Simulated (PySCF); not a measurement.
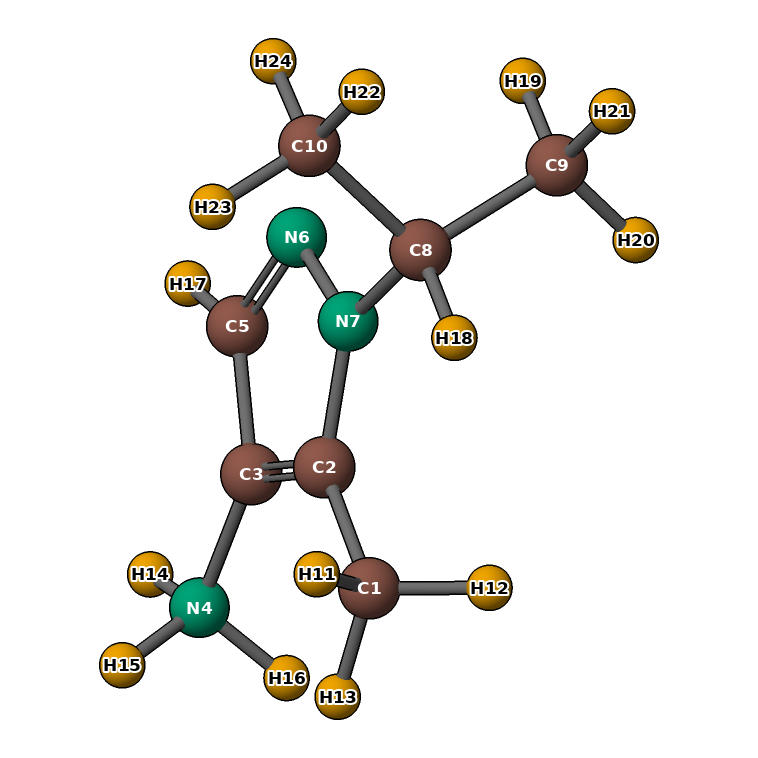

The questions are on isotropic NMR shieldings of the C atoms. Charge +1, singlet. The computed structure is the end point of a GFN2-xTB optimisation. No frequency run is at hand to confirm it as a minimum. Level of theory: GIAO PBE0/pcSseg-1 NMR shielding, non-relativistic, gas phase (PySCF 2.14.0).

List the isotropic NMR shieldings of the C atoms.

| atom | σ (ppm) |
| --- | --- |
| C1 | 176.3 |
| C2 | 49.6 |
| C3 | 78.3 |
| C5 | 52.9 |
| C8 | 131.1 |
| C9 | 161.6 |
| C10 | 161.6 |
